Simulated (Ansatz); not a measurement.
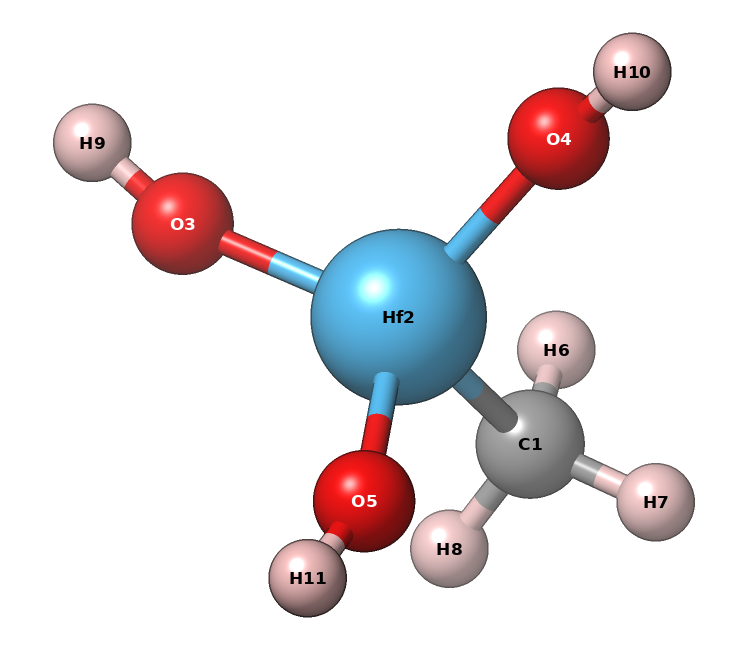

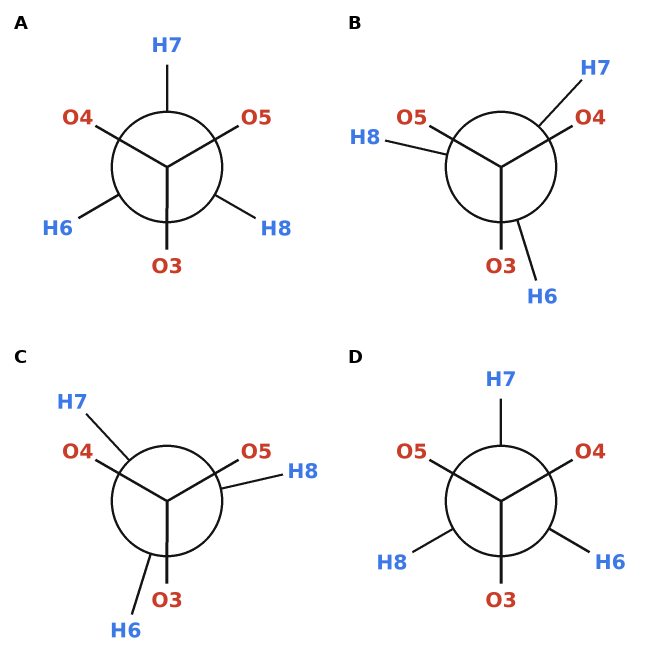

Atoms fade into the background with distance from the viewer. Bonds that would overlap in a projection are set slightly apart. The species is neutral and a spin singlet. The computed structure is the end point of a PBE0-D4/def2-TZVP optimisation.

**Which Newman projection shows the view along Hf2–C1, with Hf2 in front?**

A. The torsion angle O3–Hf2–C1–H6 is 60°, synclinal (gauche).
